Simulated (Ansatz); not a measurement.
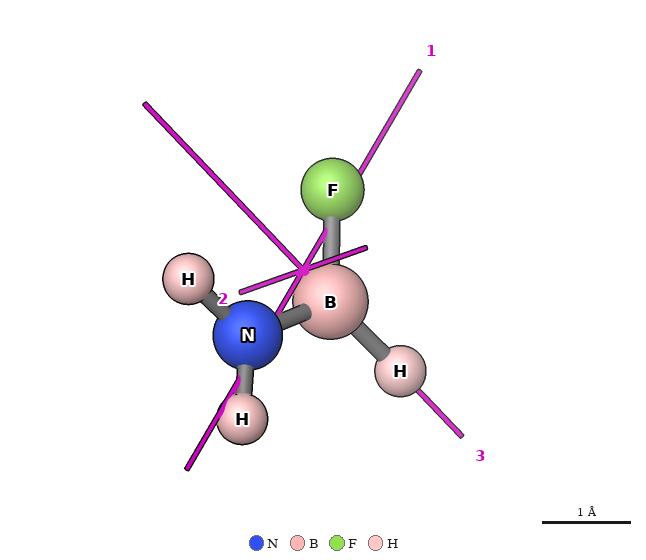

The three principal axes of inertia are drawn and numbered. Atoms fade into the background with distance from the viewer. Computed geometry: PBE-D4/def2-SVP optimisation. No frequency run is at hand to confirm it as a minimum. Masses are those of the most abundant isotopes; constants are for the rigid equilibrium geometry.

Q: Which line is the a axis (least moment of inertia), which b and which c?

A: a is line 1, b is line 3, c is line 2; the moments are 8.52, 52.3, 60.8 u Å².

Q: Classify the rotor and give the rotational constants (GHz).

A: An asymmetric top (Cs): A = 59.3, B = 9.67, C = 8.31 GHz. Ray's parameter κ is −0.95, close to the prolate limit.
